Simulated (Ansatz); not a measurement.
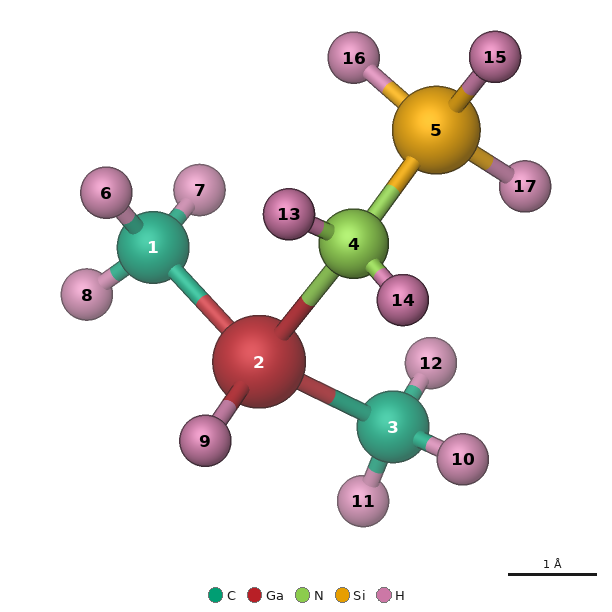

Orthographic view. Depth is shown by fading: the farther an atom, the more it takes the colour of the background. The computed structure is the end point of a PBE0-D4/def2-TZVP optimisation. No frequency run is at hand to confirm it as a minimum.

Write the connection table.

C1: Ga2, H6, H7, H8
Ga2: C1, C3, N4, H9
C3: Ga2, H10, H11, H12
N4: Ga2, Si5, H13, H14
Si5: N4, H15, H16, H17
(terminal hydrogens appear only as neighbours)
